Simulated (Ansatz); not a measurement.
The starting structures come from a database of crystals and need not be the phases stable at ambient conditions.

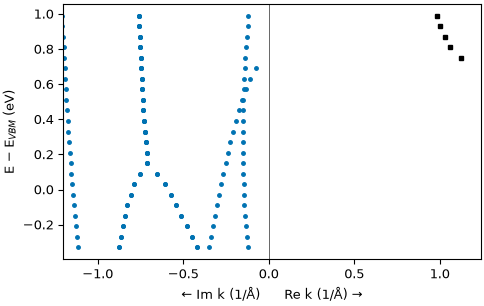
Complex bands at the centre of the two-dimensional zone; r2SCAN (Ansatz, an electronic-structure program)

No gap correction and no spin-orbit coupling; mid-gap values are interpolated between computed energies.

Task: This is CdS (Fm-3m, rock salt, not sure to be the ambient phase, 2 atoms a cell, 20.9 Å³ an atom, -2 GPa at this level) along the normal of (001). Read off the slowest decay at the centre of the two-dimensional zone at 0.39 eV, the computed energy nearest the middle of the gap.

Result: κ ≈ 0.15 1/Å, a decay length 1/(2κ) of the density of 3.3 Å.
